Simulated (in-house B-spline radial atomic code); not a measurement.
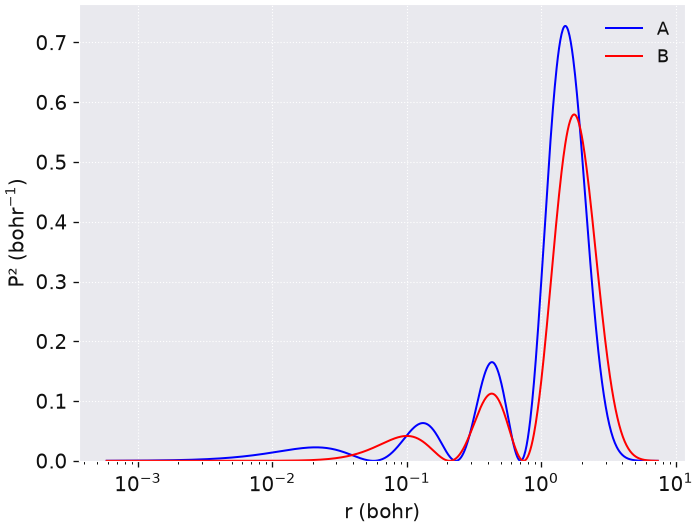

The selenium ion Se⁺; electrons: [Ar] 3d10 4s2 4p3 (high spin). The calculation used an in-house B-spline radial code at this level: scalar-relativistic (spin-free one-electron X2C) HSE06, spin-polarised, spherical fractional occupations, Fermi nucleus, basis-set limit. Radial functions and radii carry no picture-change correction.

The plot shows the radial probability densities P² of 4s up and 4p up.

Which curve belongs to which orbital?

Answer. A is 4s up; B is 4p up. 4s up: outer maximum at 1.51 bohr, ⟨r⟩ = 1.75 bohr, 3 nodes, eigenvalue −29.8 eV; 4p up: outer maximum at 1.75 bohr, ⟨r⟩ = 2.10 bohr, 2 nodes, eigenvalue −17.4 eV.
